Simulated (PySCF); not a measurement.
C₅H₉O₂, SMILES CC([CH2])OC(C)=O, doublet at its GFN2-xTB optimised geometry (Å):

```
16

C      0.4600     2.1417     2.6182
C     -0.1670     1.5920     1.4121
C     -1.6959     1.6263     1.4503
O      0.2851     0.2287     1.2402
C      0.5344    -0.1889     0.0000
C      1.0107    -1.6187     0.0000
O      0.4127     0.4968    -0.9818
H      1.4484     1.8329     2.8926
H     -0.0800     2.8154     3.2507
H      0.1641     2.1331     0.5012
H     -2.0589     1.0317     2.2851
H     -2.0342     2.6517     1.5656
H     -2.0992     1.2233     0.5245
H      2.0992    -1.6187     0.0000
H      0.6569    -2.1331     0.8877
H      0.6669    -2.1174    -0.9014
```

Computed with unrestricted CAM-B3LYP/def2-TZVP (PySCF). Cells within 0.4 Å of a nucleus heavier than hydrogen are left out (blank, or x).

Map of the Laplacian of the electron density (e/bohr⁵) on the plane z = 1.2 Å:

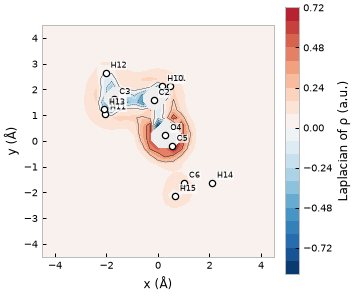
Fig. 1. Laplacian of the electron density (e/bohr⁵) on the plane z = 1.2 Å.
